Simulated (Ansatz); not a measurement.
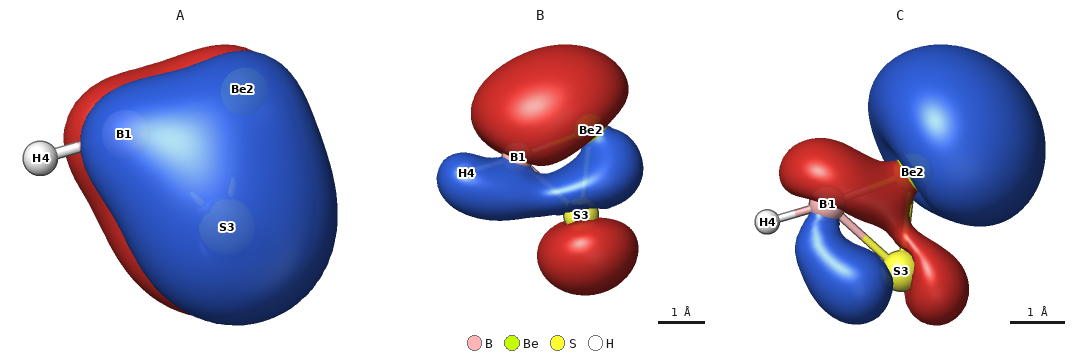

Figure. BBeHS. Three frontier orbitals at ±0.08 Å⁻³ᐟ² (red and blue are the two phases), in no order.

Geometry: B3LYP/6-31G*.

All numbers below come from isolated molecule in a Gaussian basis; Kohn-Sham density functional theory, functional PBE0 in Ansatz.

```xyz
4

B    -0.1274    2.2310   -0.8290
Be   -1.7812    2.1960   -0.3611
S    -1.1517    0.7116   -1.2869
H     1.0200    2.3337   -1.1145
```

Order the three orbitals by energy and name them.

A is the HOMO−1 (−8.37 eV). It lies mainly on S3 (about 70 %), B1 (about 15 %) and Be2 (about 15 %); it changes sign across the molecular plane (π type); π-bonding across B1–Be2. B is the HOMO (−6.40 eV). Its weight (Hirshfeld) is mainly on B1 (about 35 %), Be2 (about 30 %) and S3 (about 25 %); it is symmetric in the molecular plane (an in-plane orbital: σ, lone-pair or in-plane π type). C is the LUMO (−2.65 eV). By Hirshfeld shares it lies mainly on Be2 (about 75 %), S3 (about 10 %) and B1 (about 10 %).

What is the HOMO–LUMO gap?

3.75 eV between the orbital energies.
